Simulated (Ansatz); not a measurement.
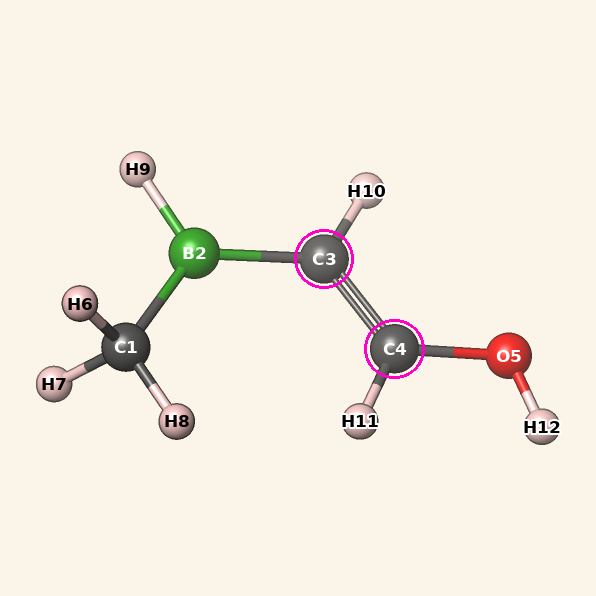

Distant atoms are faded towards the background colour. Circles mark the stereogenic atoms. Computed geometry: PBE-D4/def2-SVP optimisation. No frequency run is at hand to confirm it as a minimum.

**What are the Cahn–Ingold–Prelog descriptors?**

C3=C4: E.

**Write the isomeric SMILES.**

CB/C=C/O
